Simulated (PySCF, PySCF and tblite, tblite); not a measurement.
# C4H6O: conformers and averaged spectra, part 2 of 2

PySCF and tblite. Atoms count from 0.

### 10 Couplings, conformer 2: B3LYP/pcJ-1

The job: settings as JSON, then the geometry in Å.

```
{"job": {"xc": "B3LYP", "basis": "pcJ-1", "kind": "j"}, "charge": 0, "multiplicity": 1}
O      1.638855     1.326995    -0.406357
C      1.478716     0.134662    -0.485710
C      0.215587    -0.555560    -0.135608
C     -0.604575     0.041336     0.990633
C     -1.074918     0.192826    -0.403511
H      2.306740    -0.531088    -0.840244
H      0.214304    -1.642237    -0.253835
H     -0.165288     0.918760     1.473050
H     -1.118913    -0.658488     1.653641
H     -1.927975    -0.398109    -0.745581
H     -0.957108     1.173573    -0.872442
```

Standard output:

```text
coarse grid: 9152 points
cycle   1  E = -231.0509647020  dE =  7.083e-01  |g| = 8.180e-01  |ddm| = 2.629e+00
cycle   2  E = -230.5089196241  dE =  5.420e-01  |g| = 1.842e+00  |ddm| = 2.601e+00
cycle   3  E = -231.1748924499  dE = -6.660e-01  |g| = 1.641e-01  |ddm| = 2.126e+00
cycle   4  E = -231.1796092678  dE = -4.717e-03  |g| = 9.578e-02  |ddm| = 2.013e-01
cycle   5  E = -231.1817246017  dE = -2.115e-03  |g| = 1.361e-02  |ddm| = 7.887e-02
cycle   6  E = -231.1817615897  dE = -3.699e-05  |g| = 4.592e-03  |ddm| = 1.288e-02
cycle   7  E = -231.1817662170  dE = -4.627e-06  |g| = 1.117e-03  |ddm| = 5.322e-03
final grid: 88272 points
cycle   8  E = -231.2328382416  dE = -1.064e-04  |g| = 7.138e-03  |ddm| = 1.661e-02
cycle   9  E = -231.2328126759  dE =  2.557e-05  |g| = 1.339e-02  |ddm| = 1.360e-02
cycle  10  E = -231.2328476035  dE = -3.493e-05  |g| = 1.951e-03  |ddm| = 1.010e-02
cycle  11  E = -231.2328482665  dE = -6.631e-07  |g| = 5.751e-04  |ddm| = 1.929e-03
cycle  12  E = -231.2328483368  dE = -7.026e-08  |g| = 1.177e-04  |ddm| = 4.818e-04
cycle  13  E = -231.2328483401  dE = -3.287e-09  |g| = 1.385e-05  |ddm| = 1.135e-04
cycle  14  E = -231.2328483401  dE = -3.433e-11  |g| = 5.544e-06  |ddm| = 1.318e-05
converged SCF energy = -231.2328483401

Indirect spin-spin couplings (Hz)
  i      j    bonds     total        FC       PSO       DSO        SD
  0 O    1 C    1     33.202    13.402    19.851    -0.052         -
  0 O    2 C    2      0.968    -1.589     2.520     0.037         -
  0 O    3 C    3     -1.374    -1.280    -0.102     0.009         -
  0 O    4 C    3     -1.361    -1.263    -0.106     0.009         -
  0 O    5 H    2     -4.963    -8.214     2.853     0.398         -
  0 O    6 H    3     -1.313    -2.453     0.791     0.349         -
  0 O    8 H    4     -0.307    -0.246    -0.282     0.220         -
  0 O    9 H    4     -0.306    -0.243    -0.283     0.220         -
  1 C    2 C    1     54.151    56.832    -2.960     0.278         -
  1 C    3 C    2     -2.001    -1.776    -0.226     0.001         -
  1 C    4 C    2     -1.998    -1.772    -0.227     0.001         -
  1 C    5 H    1    177.086   177.084    -0.997     0.998         -
  1 C    6 H    2      4.281     4.931    -0.535    -0.115         -
  1 C    7 H    3      5.295     5.516    -0.303     0.081         -
  1 C    8 H    3      2.793     2.804     0.367    -0.377         -
  1 C    9 H    3      2.803     2.813     0.367    -0.377         -
  1 C   10 H    3      5.297     5.515    -0.300     0.082         -
  2 C    3 C    1     11.655    12.270    -0.819     0.204         -
  2 C    4 C    1     11.640    12.253    -0.817     0.204         -
  2 C    5 H    2     34.725    35.205    -0.340    -0.140         -
  2 C    6 H    1    172.912   171.265     0.643     1.004         -
  2 C    7 H    2     -2.192    -2.378     0.399    -0.213         -
  2 C    8 H    2     -1.433    -1.529     0.350    -0.254         -
  2 C    9 H    2     -1.441    -1.537     0.350    -0.254         -
  2 C   10 H    2     -2.190    -2.376     0.399    -0.213         -
  3 C    4 C    1     18.189    20.081    -2.066     0.173         -
  3 C    5 H    3      0.829     0.879     0.374    -0.424         -
  3 C    6 H    2     -0.788    -0.904     0.435    -0.318         -
  3 C    7 H    1    176.215   174.968     0.410     0.837         -
  3 C    8 H    1    171.681   170.266     0.636     0.779         -
  3 C    9 H    2     -1.995    -1.875     0.265    -0.386         -
  3 C   10 H    2     -1.654    -1.553     0.228    -0.329         -
  4 C    5 H    3      0.821     0.872     0.373    -0.424         -
  4 C    6 H    2     -0.798    -0.915     0.435    -0.318         -
  4 C    7 H    2     -1.661    -1.560     0.227    -0.328         -
  4 C    8 H    2     -1.997    -1.875     0.264    -0.386         -
  4 C    9 H    1    171.646   170.231     0.636     0.779         -
  4 C   10 H    1    176.181   174.933     0.411     0.836         -
  5 H    6 H    3      1.514     1.628    -0.186     0.073         -
  5 H    7 H    4      0.275     0.429     1.383    -1.536         -
  5 H    8 H    4      0.231     0.301     1.435    -1.505         -
  5 H    9 H    4      0.234     0.303     1.433    -1.503         -
  5 H   10 H    4      0.281     0.434     1.377    -1.530         -
  6 H    7 H    3      4.938     4.981     2.644    -2.686         -
  6 H    8 H    3      8.760     8.825     0.218    -0.283         -
  6 H    9 H    3      8.787     8.852     0.215    -0.280         -
  6 H   10 H    3      4.926     4.969     2.643    -2.686         -
  7 H    8 H    2     -3.602    -3.723     3.111    -2.990         -
  7 H    9 H    3      8.166     8.257     2.727    -2.818         -
  7 H   10 H    3     11.084    11.169     0.072    -0.158         -
  8 H    9 H    3     10.159    10.279     0.412    -0.533         -
  8 H   10 H    3      8.151     8.241     2.727    -2.818         -
  9 H   10 H    2     -3.620    -3.741     3.110    -2.989         -
```

Run time: 12 s. Hardware: 1 thread of AMD EPYC 7B13, shared host; peak memory 0.84 GiB.

Key values: HOMO -7.17 eV, LUMO -0.96 eV; dipole 2.83 D.

### 11 Excited states, conformer 1: CAM-B3LYP/def2-SVPD in chloroform

The job: settings as JSON, then the geometry in Å.

```
{"job": {"xc": "CAM-B3LYP", "basis": "def2-SVPD", "nstates": 8, "ntriplets": 0, "solvent": "chloroform", "kind": "uv"}, "charge": 0, "multiplicity": 1}
O      2.535004    -0.770083     0.299283
C      1.530220    -0.111214     0.333457
C      0.210541    -0.544386    -0.169313
C     -1.021068    -0.038506     0.548972
C     -0.685124     0.507203    -0.787572
H      1.530741     0.927315     0.769456
H      0.195562    -1.554585    -0.586739
H     -0.865956     0.599792     1.424298
H     -1.854222    -0.738728     0.643330
H     -1.276329     0.198402    -1.652681
H     -0.293946     1.527462    -0.848453
```

Standard output:

```text
coarse grid: 9152 points
cycle   1  E = -230.7899030777  dE =  8.460e-01  |g| = 7.379e-01  |ddm| = 4.567e+00
cycle   2  E = -230.6189856348  dE =  1.709e-01  |g| = 1.238e+00  |ddm| = 2.271e+00
cycle   3  E = -230.9026917283  dE = -2.837e-01  |g| = 4.896e-02  |ddm| = 1.467e+00
cycle   4  E = -230.9031432807  dE = -4.516e-04  |g| = 3.513e-02  |ddm| = 1.091e-01
cycle   5  E = -230.9034478809  dE = -3.046e-04  |g| = 5.163e-03  |ddm| = 5.517e-02
cycle   6  E = -230.9034577041  dE = -9.823e-06  |g| = 1.569e-03  |ddm| = 1.493e-02
final grid: 88272 points
cycle   7  E = -230.9540770924  dE = -2.557e-05  |g| = 3.565e-03  |ddm| = 7.910e-02
cycle   8  E = -230.9540755170  dE =  1.575e-06  |g| = 4.889e-03  |ddm| = 1.153e-02
cycle   9  E = -230.9540803061  dE = -4.789e-06  |g| = 5.752e-04  |ddm| = 5.276e-03
cycle  10  E = -230.9540803754  dE = -6.924e-08  |g| = 2.163e-04  |ddm| = 8.760e-04
cycle  11  E = -230.9540803883  dE = -1.298e-08  |g| = 3.514e-05  |ddm| = 4.983e-04
cycle  12  E = -230.9540803889  dE = -5.291e-10  |g| = 1.427e-05  |ddm| = 9.500e-05
converged SCF energy = -230.9540803889

Static polarisability (au): isotropic 61.138, principal 52.134 55.531 75.749

Singlet excitations
state   eV       nm        f      main configurations
  1   4.5582    272.0   0.00010   H->L 0.95
  2   7.1926    172.4   0.34550   H-1->L 0.93
  3   7.5933    163.3   0.00406   H-2->L 0.96
  4   7.6066    163.0   0.05742   H->L+1 0.36, H->L+2 0.34, H->L+3 0.24
  5   8.1044    153.0   0.11452   H->L+3 0.63, H->L+2 0.27
  6   8.4044    147.5   0.00345   H->L+1 0.50, H->L+2 0.31
  7   8.5867    144.4   0.02148   H->L+4 0.82, H->L+7 0.13
  8   8.7576    141.6   0.00611   H-1->L+1 0.45, H-1->L+2 0.44
```

Run time: 12 s. Hardware: 1 thread of AMD EPYC 7B13, shared host; peak memory 0.74 GiB.

This run: HOMO -9.03 eV, LUMO 0.49 eV; dipole 4.29 D; S1 4.56 eV.

### 12 Excited states, conformer 2: CAM-B3LYP/def2-SVPD in chloroform

The job: settings as JSON, then the geometry in Å.

```
{"job": {"xc": "CAM-B3LYP", "basis": "def2-SVPD", "nstates": 8, "ntriplets": 0, "solvent": "chloroform", "kind": "uv"}, "charge": 0, "multiplicity": 1}
O      1.638855     1.326995    -0.406357
C      1.478716     0.134662    -0.485710
C      0.215587    -0.555560    -0.135608
C     -0.604575     0.041336     0.990633
C     -1.074918     0.192826    -0.403511
H      2.306740    -0.531088    -0.840244
H      0.214304    -1.642237    -0.253835
H     -0.165288     0.918760     1.473050
H     -1.118913    -0.658488     1.653641
H     -1.927975    -0.398109    -0.745581
H     -0.957108     1.173573    -0.872442
```

Standard output:

```text
coarse grid: 9152 points
cycle   1  E = -230.7873268319  dE =  8.444e-01  |g| = 7.404e-01  |ddm| = 4.563e+00
cycle   2  E = -230.6137675551  dE =  1.736e-01  |g| = 1.244e+00  |ddm| = 2.077e+00
cycle   3  E = -230.9009426982  dE = -2.872e-01  |g| = 4.696e-02  |ddm| = 1.320e+00
cycle   4  E = -230.9013561396  dE = -4.134e-04  |g| = 3.441e-02  |ddm| = 1.075e-01
cycle   5  E = -230.9016448989  dE = -2.888e-04  |g| = 5.258e-03  |ddm| = 5.271e-02
cycle   6  E = -230.9016550325  dE = -1.013e-05  |g| = 1.500e-03  |ddm| = 1.601e-02
cycle   7  E = -230.9016560504  dE = -1.018e-06  |g| = 5.180e-04  |ddm| = 6.239e-03
final grid: 88272 points
cycle   8  E = -230.9527644370  dE = -2.516e-05  |g| = 2.890e-03  |ddm| = 6.008e-02
cycle   9  E = -230.9527639935  dE =  4.435e-07  |g| = 3.520e-03  |ddm| = 9.345e-03
cycle  10  E = -230.9527665888  dE = -2.595e-06  |g| = 5.619e-04  |ddm| = 3.835e-03
cycle  11  E = -230.9527666451  dE = -5.636e-08  |g| = 1.850e-04  |ddm| = 7.277e-04
cycle  12  E = -230.9527666528  dE = -7.727e-09  |g| = 3.651e-05  |ddm| = 3.011e-04
cycle  13  E = -230.9527666532  dE = -3.986e-10  |g| = 8.523e-06  |ddm| = 6.660e-05
converged SCF energy = -230.9527666532

Static polarisability (au): isotropic 59.975, principal 52.108 59.681 68.135

Singlet excitations
state   eV       nm        f      main configurations
  1   4.4405    279.2   0.00009   H->L 0.96
  2   6.8814    180.2   0.26284   H-1->L 0.96
  3   7.2642    170.7   0.00848   H-2->L 0.96
  4   7.5839    163.5   0.02857   H->L+1 0.74, H->L+4 0.19
  5   8.1341    152.4   0.10108   H->L+2 0.81, H->L+5 0.10
  6   8.4929    146.0   0.00011   H-1->L+1 0.80
  7   8.5473    145.1   0.00549   H->L+4 0.53, H->L+1 0.16, H-2->L+1 0.13
  8   8.5497    145.0   0.01875   H->L+3 0.81, H->L+7 0.10
```

Wall time 11 s (1 thread of AMD EPYC 7B13, shared host); peak memory 0.75 GiB.

In short: HOMO -9.05 eV, LUMO 0.31 eV; dipole 3.63 D; S1 4.44 eV.

### 13 Averages: properties at WP04/pcSseg-1 in chloroform

The job: settings as JSON, then the geometry in Å.

```
{"job": {"study": "conf", "smiles": "O=CC1CC1", "search": {"seed": 1909, "n_embed": 90, "ff_keep": 14, "window": 3.0, "nmax": 8, "temps": [180, 230, 298.15, 330, 400], "t_ref": 298.15, "order": 0.002, "geom": true}, "level": {"nmr": {"xc": "WP04", "basis": "pcSseg-1", "solvent": "chloroform"}, "sp": {"xc": "B3LYP", "basis": "def2-TZVP", "solvent": "chloroform"}, "j": {"xc": "B3LYP", "basis": "pcJ-1", "top": 4}, "uv": {"xc": "CAM-B3LYP", "basis": "def2-SVPD", "nstates": 8, "ntriplets": 0, "top": 4, "solvent": "chloroform"}}, "kind": "conf"}, "charge": 0, "multiplicity": 1}
O      2.535004    -0.770083     0.299283
C      1.530220    -0.111214     0.333457
C      0.210541    -0.544386    -0.169313
C     -1.021068    -0.038506     0.548972
C     -0.685124     0.507203    -0.787572
H      1.530741     0.927315     0.769456
H      0.195562    -1.554585    -0.586739
H     -0.865956     0.599792     1.424298
H     -1.854222    -0.738728     0.643330
H     -1.276329     0.198402    -1.652681
H     -0.293946     1.527462    -0.848453
```

Standard output:

```text
conformer  sym    E(xTB)   E(DFT)   G(298.15 K)  weight  dipole/D
    1     Cs      0.000    0.000    0.000   0.7557    4.100
    2     Cs      0.744    0.779    0.669   0.2443    3.471

mean shielding (ppm) by class
class atoms           180 K      230 K   298.15 K      330 K      400 K
  0 O  0           -270.499   -269.874   -269.207    -268.96   -268.526
  1 C  1            -35.652    -35.844    -36.049    -36.125    -36.258
  2 C  2            144.885    145.027    145.178    145.234    145.332
  3 C  3,4           161.55    161.053    160.521    160.325     159.98
  4 H  5             23.149     23.057     22.958     22.921     22.857
  5 H  6             29.896     29.876     29.855     29.848     29.834
  6 H  7,10          30.399     30.393     30.385     30.383     30.378
  7 H  8,9           30.359     30.359     30.359     30.359     30.359
```

Run time: 74 s. Hardware: 1 thread of AMD EPYC 7B13, shared host. This counts the runs that the step sums up.

The search (ETKDG and KDG, MMFF94s, GFN2-xTB) embedded 90 structures, kept 2 distinct ones after the force field and 2 after xTB; 2 were carried on (window 3.0 kcal/mol at the search's own energies). Energies: B3LYP/def2-TZVP in chloroform with D3(BJ).

Conformer by conformer (298 K):

```
no.  group  mirror pair  ΔE xTB  ΔE DFT    ΔG  weight (%)  μ (D)  O0–C1–C2–C3 (°)      A, B, C (GHz)
  1     Cs           no    0.00    0.00  0.00        75.6   4.10              147  16.03, 3.19, 3.04
  2     Cs           no    0.74    0.78  0.67        24.4   3.47              -33  11.50, 4.01, 3.86
```

Energies in kcal/mol. ΔG holds xTB vibrations and rotation, symmetry numbers and mirror pairs.

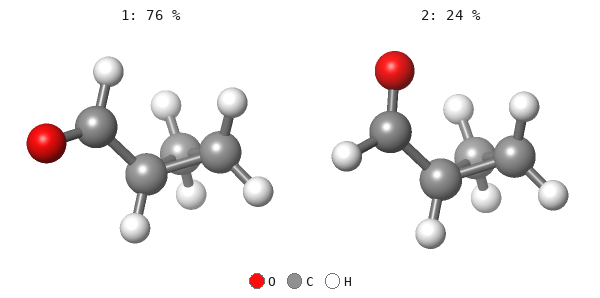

The conformers with their weights.

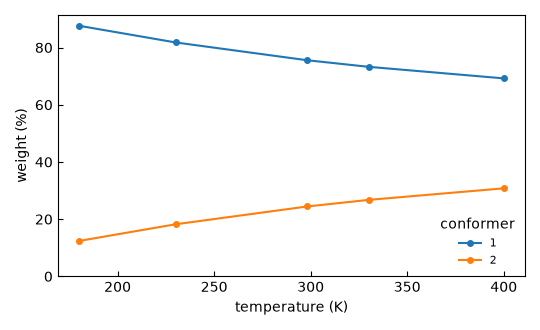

Weights against temperature.

Other ways of weighting, at the same temperature:

```csv
scheme,1,2,mean μ (D)
DFT free energy,76,24,3.95
"DFT energy, symmetry counted",79,21,3.97
DFT energy alone,79,21,3.97
"xTB energy, symmetry counted",78,22,3.96
xTB free energy,74,26,3.94
lowest conformer only,100,0,4.10
equal weights,50,50,3.79
```

Shifts against references run at the same level (13C TMS 173.1, 17O H2O 324.9, 1H TMS 31.55 ppm of shielding), by class of atoms, at 298 K:

```csv
atoms,environment,no. 1,no. 2,average,measured
C1,aldehyde carbonyl carbon,208.4,211.7,209.2,–
C2,three-membered-ring carbon,28.5,26.1,27.9,22.7
"C3, C4",three-membered-ring carbon,10.5,19.0,12.6,7.4
H5,hydrogen on an aldehyde carbonyl carbon,8.20,9.79,8.59,–
H6,hydrogen on a three-membered-ring carbon,1.61,1.94,1.69,1.79
"H8, H9",hydrogen on a three-membered-ring carbon,1.19,1.19,1.19,–
"H7, H10",hydrogen on a three-membered-ring carbon,1.13,1.25,1.16,–
O0,aldehyde oxygen,596.7,586.0,594.1,–
```

Measured: solution, not stated per compound (mostly CDCl3 or CCl4); Pretsch, Buehlmann, Badertscher, Structure Determination of Organic Compounds, 4th ed. (2009).

Couplings (Hz, B3LYP/pcJ-1; one pair named for each class, the eight largest averages at most for each number of bonds), from conformers that hold 100 % of the weight:

```
  pair  bonds  no. 1  no. 2  average
 C2–H6      1  175.9  172.9    175.2
 C3–H8      1  175.2  171.7    174.4
 C1–H5      1  171.3  177.1    172.7
 C3–H7      1  170.1  176.2    171.6
 C1–C2      1   57.6   54.1     56.7
 O0–C1      1   32.3   33.2     32.5
 C3–C4      1   18.4   18.2     18.3
 C2–C3      1   12.2   11.7     12.1
 C2–H5      2   29.9   34.7     31.1
 H7–H8      2   -5.7   -3.6     -5.2
 O0–H5      2   -4.2   -5.0     -4.4
 C2–H7      2   -1.8   -2.2     -1.9
C3–H10      2   -1.8   -1.7     -1.7
 C2–H8      2   -1.7   -1.4     -1.6
 C3–H9      2   -1.5   -2.0     -1.6
 O0–C2      2   -1.1    1.0     -0.6
H7–H10      3   11.1   11.1     11.1
 H8–H9      3    9.7   10.2      9.8
 H6–H8      3    9.3    8.8      9.2
 H7–H9      3    7.6    8.2      7.8
 C1–H7      3    7.2    5.3      6.7
 H5–H6      3    7.3    1.5      5.9
 H6–H7      3    5.2    4.9      5.1
 C1–H8      3    3.9    2.8      3.6
```

Effective distances for nuclear Overhauser effects, ⟨r⁻⁶⟩^(−1/6) as a mean over all pairs of two classes, so longer than the nearest pair where a class holds remote atoms (Å): H7···H8 2.05; H6···H8 2.53; H5···H7 2.61; H5···H6 2.83; H6···H7 3.13; H5···H8 3.86.

Lowest and brightest singlet by conformer (CAM-B3LYP/def2-SVPD in chloroform): no. 1 4.56 and 7.19 eV; no. 2 4.44 and 6.88 eV.

### 14 Summary of results

The summary covers parts 1 to 2.

```
                                         quantity                                                value
                                       conformers  2; the first in weight is no. 1 (Cs), 76 % at 298 K
                          root-mean-square dipole                                               3.96 D
averaged 13C shifts (WP04/pcSseg-1 in chloroform)                                209.2, 27.9, 12.6 ppm
 averaged 1H shifts (WP04/pcSseg-1 in chloroform)                           8.59, 1.69, 1.19, 1.16 ppm
```

**Reading.** Conformer 1 leads with 76 % at 298 K, and its share goes from 88 % at 180 K to 69 % at 400 K. Among conformers over 5 %, H5 differs by 1.58 ppm, while the average moves by 0.29 ppm from 180 to 400 K. Against 2 measured 13C shifts the average misses by 5.2 ppm, the leading conformer alone by 4.5 ppm. Against 1 measured 1H shift the average misses by 0.10 ppm, the leading conformer alone by 0.18 ppm. Vibration is missing from the shifts, so part of that gap is not the functional's. Among vicinal couplings, H5–H6 differs most between the conformers listed (7.3 for no. 1, 1.5 for no. 2; average 5.9 Hz).
